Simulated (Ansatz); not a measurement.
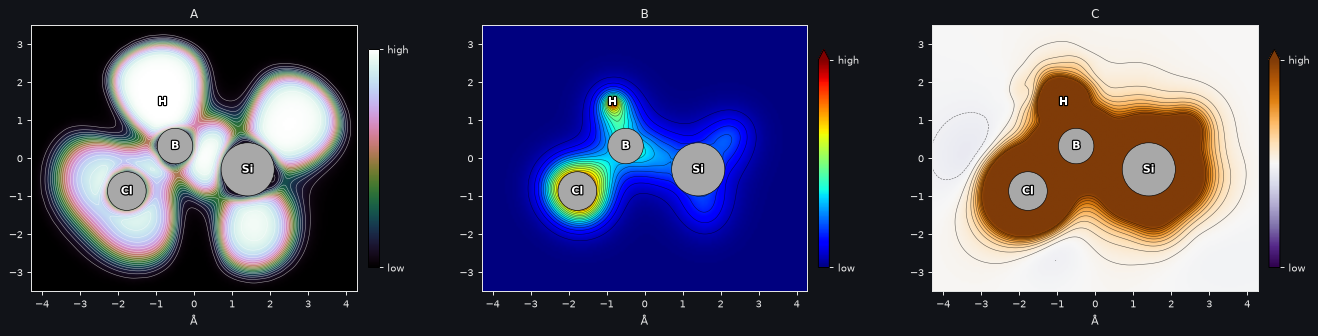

BClH4SSi (SMILES S[SiH2]BCl): 3 fields on the plane of atoms Si2, B3 and H8, with unlabelled colour scales. Grey discs cover the atomic cores.

Geometry: PBE0-D4/def2-TZVP.

Level of theory: RKS PBE0-D4/def2-TZVPP in Ansatz 0.2.0.

> Which field does each panel show? The fields are: electron density, electron localisation function and electrostatic potential.

Panel A: electron localisation function. Panel B: electron density. Panel C: electrostatic potential (strongly positive close to the atoms and fading to about zero outside). From the grid: B–Cl (1.74 Å): the density is about 1.4 e/Å³ at the midpoint; the ELF peaks at about 0.90 between the atoms: a shared but strongly polarised pair. Si–B (2.01 Å): ρ at the midpoint is about 0.83 e/Å³; the ELF peaks at about 1 between the atoms: localised, covalent bonding.
